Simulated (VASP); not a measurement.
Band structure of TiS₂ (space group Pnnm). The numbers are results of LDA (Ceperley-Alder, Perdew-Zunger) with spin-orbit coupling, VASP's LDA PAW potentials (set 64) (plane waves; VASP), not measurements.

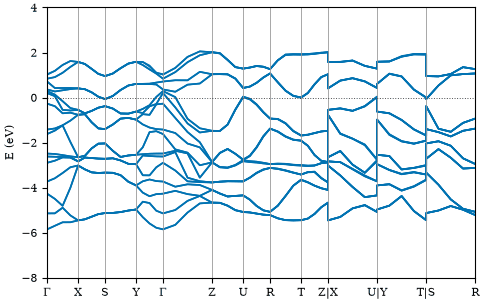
*Bands along high-symmetry lines, zero at the valence-band maximum or, without a gap, the Fermi level*

Task: Read the plot: is there a gap, and where are the band edges?

Result: It has no gap at this level: it comes out as a metal or semimetal.

The structure comes from a computed database's TiS2 entry (Pnnm); how it stands against other phases isn't given here. It was relaxed first, which changed the volume by -8 %.
